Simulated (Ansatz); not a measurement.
**SiH₃Br (built from SMILES Br.[SiH2]): one structure at several levels**

The atoms stand at a displaced guess of a reacting structure. How far do the functionals agree with CCSD(T) there?

Computed with Ansatz 0.2.0, Gaussian basis. Level: single points in def2-TZVPP.

Cores are frozen in the correlated methods. Filled d shells of the heavier atoms are correlated.

**1. The starting structure**

5 atoms, charge 0, spin multiplicity 1.

Atoms are counted from 1 here; the program's logs count them from 0.

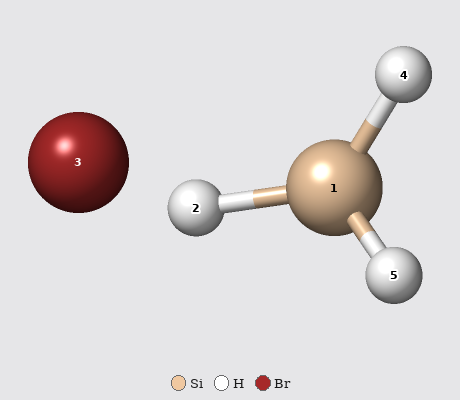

Start geometry, drawn with silicon light orange, hydrogen white, bromine red; atoms are numbered from 1 in the order of the file.

Geometry (Å):

```
Si   -0.3325   -0.3283   -0.5189
H     1.1834   -0.0832   -0.6809
Br    1.7820    0.9825    1.1596
H    -1.0892   -1.1515    0.4090
H    -1.2582    0.7217   -0.6634
```

**2. CCSD(T)/def2-TZVPP**

File run/in.yaml:

```yaml
crystal:
  periodic: [false, false, false]
  atoms:
    - {symbol: Si, position_ang: [-0.332500, -0.328300, -0.518900]}
    - {symbol: H, position_ang: [1.183400, -0.083200, -0.680900]}
    - {symbol: Br, position_ang: [1.782000, 0.982500, 1.159600]}
    - {symbol: H, position_ang: [-1.089200, -1.151500, 0.409000]}
    - {symbol: H, position_ang: [-1.258200, 0.721700, -0.663400]}
basis:
  gaussian: {orbitals: def2-TZVPP}
correlation: {method: ccsd_t}
output: {forces: true}
```

No record of the launch command was kept for these runs.

Standard output (excerpt; [...] marks lines left out):

```text
Functional definition: HF
  name "HF"
  cite "Fock, Z. Phys. 61, 126 (1930) doi:10.1007/BF01340294"
  parent pbe
[...]
787 factors; integrals over basis functions are off by at most 1.4e-3 eV
[...]
mean field -77906.72333404 eV, -2863.0192754522 hartree, gradient 2.3e-6 eV, S^2 0.000000; 0 other end points of the search recorded, 0 dependent functions left out; unrestricted orbitals would lower it
14 core orbitals not correlated: weight in the atoms' cores, before any rotation towards them, 1.000 or more for the frozen orbitals, at most 0.000 for the correlated occupied ones
reference -77906.72333404 eV, -2863.0192754522 hartree; 12, 12 occupied and 106, 106 virtual orbitals, 787 factors
second order -11.29193329 eV of doubles, -0.00000000 eV of singles
cycle   1  -11.62096049 eV  change   -3.3e-1 eV  update   1.1e-1
[...]
cycle  15  -12.07776379 eV  change   -2.9e-7 eV  update   2.1e-6
perturbative correction -0.50267014 eV, -0.0184727869 hartree
[...]
Total energy: -77919.30376797 eV, -2863.4815978719 hartree
Atom 0 at    -0.332500    -0.328300    -0.518900 Å, force     2.095279     0.515427     1.172740 eV/Å
Atom 1 at     1.183400    -0.083200    -0.680900 Å, force    -0.731306    -0.571397    -0.284752 eV/Å
Atom 2 at     1.782000     0.982500     1.159600 Å, force    -1.072913    -0.494229    -0.558445 eV/Å
Atom 3 at    -1.089200    -1.151500     0.409000 Å, force     0.360303    -0.861569     0.316370 eV/Å
Atom 4 at    -1.258200     0.721700    -0.663400 Å, force    -0.651363     1.411768    -0.645912 eV/Å
Dipole moment:    -0.599719    -0.439999    -0.563626 e Å
```

Run time: 40 s. Hardware: 4 threads, shared host; peak memory 1 GiB.

**3. PBE0-D4/def2-TZVPP**

run/in.yaml, as its differences from that of step 2:

```diff
@@ -10,3 +10,3 @@
   gaussian: {orbitals: def2-TZVPP}
-correlation: {method: ccsd_t}
-output: {forces: true}
+hamiltonian: {xc: pbe0, dispersion: d4}
+output: {forces: true, orbitals: {seedname: orbitals}}
```

The log in run was not kept; the run's report gives a total energy of -77959.637493 eV.

Wall time 1.1 s (4 threads, shared host); peak memory 0.23 GiB.

**4. wB97M-V/def2-TZVPP**

run/in.yaml, as its differences from that of step 3:

```diff
@@ -10,3 +10,3 @@
   gaussian: {orbitals: def2-TZVPP}
-hamiltonian: {xc: pbe0, dispersion: d4}
-output: {forces: true, orbitals: {seedname: orbitals}}
+hamiltonian: {xc: {name: wB97M-V}}
+output: {forces: true}
```

The log in run was not kept; the run's report gives a total energy of -77966.154245 eV.

It took 3.7 s on 4 threads, shared host; peak memory 0.31 GiB.

**5. r2SCAN-D4/def2-TZVPP**

run/in.yaml, as its differences from that of step 4:

```diff
@@ -10,3 +10,3 @@
   gaussian: {orbitals: def2-TZVPP}
-hamiltonian: {xc: {name: wB97M-V}}
+hamiltonian: {xc: r2scan, dispersion: d4}
 output: {forces: true}
```

The log in run was not kept; the run's report gives a total energy of -77970.008366 eV.

Wall time 1.8 s (4 threads, shared host); peak memory 0.16 GiB.

**6. PBE-D4/def2-TZVPP**

run/in.yaml, as its differences from that of step 5:

```diff
@@ -10,3 +10,3 @@
   gaussian: {orbitals: def2-TZVPP}
-hamiltonian: {xc: r2scan, dispersion: d4}
+hamiltonian: {xc: pbe, dispersion: d4}
 output: {forces: true}
```

The log in run was not kept; the run's report gives a total energy of -77956.630129 eV.

Run time: 0.75 s. Hardware: 4 threads, shared host; peak memory 0.14 GiB.

**7. CAM-B3LYP-D4/def2-TZVPP**

run/in.yaml, as its differences from that of step 6:

```diff
@@ -10,3 +10,3 @@
   gaussian: {orbitals: def2-TZVPP}
-hamiltonian: {xc: pbe, dispersion: d4}
+hamiltonian: {xc: {name: CAM-B3LYP}, dispersion: d4}
 output: {forces: true}
```

Standard output (excerpt; [...] marks lines left out):

```text
Functional definition: CAM-B3LYP
  name "CAM-B3LYP"
  cite "Yanai, Tew & Handy, Chem. Phys. Lett. 393, 51 (2004) doi:10.1016/j.cplett.2004.06.011"
  cite "Iikura, Tsuneda, Yanai & Hirao, J. Chem. Phys. 115, 3540 (2001) doi:10.1063/1.1383587"
  cite "Becke, Phys. Rev. A 38, 3098 (1988) doi:10.1103/PhysRevA.38.3098"
  cite "Lee, Yang & Parr, Phys. Rev. B 37, 785 (1988) doi:10.1103/PhysRevB.37.785"
  cite "Vosko, Wilk & Nusair, Can. J. Phys. 58, 1200 (1980) doi:10.1139/p80-159"
[...]
  # Exact exchange under (alpha + beta erf(omega r))/r, Becke's under what is left of 1/r.
[...]
881 factors; their error is unknown
187 factors; integrals over basis functions are off by at most 4.8e-5 eV
[...]
mean field -77974.54500414 eV, -2865.5116758573 hartree, gradient 2.2e-5 eV, S^2 0.000000; 0 other end points of the search recorded, 0 dependent functions left out
[...]
reference -77974.54511302 eV, -2865.5116798585 hartree; 26, 26 occupied and 106, 106 virtual orbitals, 881 factors
Total energy: -77974.61437162 eV, -2865.5142250652 hartree
Atom 0 at    -0.332500    -0.328300    -0.518900 Å, force     2.208198     0.695452     1.417758 eV/Å
Atom 1 at     1.183400    -0.083200    -0.680900 Å, force    -0.838391    -0.660859    -0.392300 eV/Å
Atom 2 at     1.782000     0.982500     1.159600 Å, force    -1.090367    -0.489747    -0.544907 eV/Å
Atom 3 at    -1.089200    -1.151500     0.409000 Å, force     0.360987    -0.861860     0.208208 eV/Å
Atom 4 at    -1.258200     0.721700    -0.663400 Å, force    -0.640426     1.317014    -0.688758 eV/Å
Dipole moment:    -0.735026    -0.531864    -0.685878 e Å
```

Run time: 1.4 s. Hardware: 4 threads, shared host; peak memory 0.26 GiB.

**8. r2SCAN0-D4/def2-TZVPP**

run/in.yaml, as its differences from that of step 7:

```diff
@@ -10,3 +10,3 @@
   gaussian: {orbitals: def2-TZVPP}
-hamiltonian: {xc: {name: CAM-B3LYP}, dispersion: d4}
+hamiltonian: {xc: {name: r2SCAN0}, dispersion: d4}
 output: {forces: true}
```

The log in run was not kept; the run's report gives a total energy of -77969.704593 eV.

It took 2.1 s on 4 threads, shared host; peak memory 0.25 GiB.

**9. The levels compared**

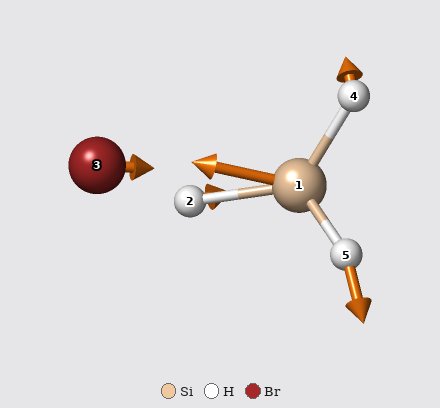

Forces at CCSD(T); the longest arrow is 2.46 eV/Å.

```tsv
method	RMS force component (eV/Å)	RMS error against CCSD(T) (eV/Å)	angle to CCSD(T) forces (°)	dipole (D)
CCSD(T)	0.912	reference	reference	4.48
PBE0-D4	0.957	0.070	3.3	4.96
wB97M-V	1.002	0.152	7.3	5.57
r2SCAN-D4	0.909	0.054	3.4	4.66
PBE-D4	0.906	0.164	10.4	4.31
CAM-B3LYP-D4	0.963	0.103	5.5	5.46
r2SCAN0-D4	0.963	0.080	3.8	5.18
```

Energy less the free neutral atoms in their ground states at the same level (atoms from separate runs):

Differences are taken before rounding.

```tsv
method	rung	energy less atoms (eV)	from CCSD(T) (eV)
PBE-D4	GGA	-11.180	-0.491
r2SCAN-D4	meta-GGA	-11.193	-0.504
PBE0-D4	hybrid	-10.867	-0.178
r2SCAN0-D4	hybrid	-10.893	-0.204
CAM-B3LYP-D4	range-separated hybrid	-10.939	-0.250
wB97M-V	range-separated hybrid	-10.903	-0.213
Hartree-Fock	wavefunction	-7.372	+3.318
MP2	wavefunction	-10.466	+0.223
CCSD	wavefunction	-10.439	+0.250
CCSD(T)	wavefunction	-10.689	0
```

Cost and force error (times from a shared host):

```tsv
method	time	RMS force error (eV/Å)
CCSD(T)	40 s	0
PBE0-D4	1.1 s	0.070
wB97M-V	3.7 s	0.152
r2SCAN-D4	1.8 s	0.054
PBE-D4	0.75 s	0.164
CAM-B3LYP-D4	1.4 s	0.103
r2SCAN0-D4	2.1 s	0.080
```

**10. Results**

| quantity | value |
| --- | --- |
| energy less free atoms, CCSD(T)/def2-TZVPP | -10.689 eV |
| RMS force component | 0.906 to 1.002 eV/Å over the methods |
| RMS force error | PBE0-D4 0.070, wB97M-V 0.152, r2SCAN-D4 0.054, PBE-D4 0.164, CAM-B3LYP-D4 0.103, r2SCAN0-D4 0.080 eV/Å |
| HOMO and LUMO, PBE0-D4 | -7.32 and -3.70 eV |
| T1 diagnostic | 0.023 |

Against CCSD(T) the functionals' energies less atoms differ by -0.504 to -0.178 eV, PBE-D4 by -0.491 eV. CCSD(T) in triple zeta still lacks some correlation energy of the bonds, so part of these gaps is its own basis error and they don't rank the functionals. On forces the order runs from r2SCAN-D4 to PBE-D4. Frozen-core CCSD(T) forces in triple zeta carry basis errors of their own, and this is one geometry, so small gaps rank nothing. The restricted Hartree–Fock reference is unstable towards an unrestricted one at one or more of these structures.
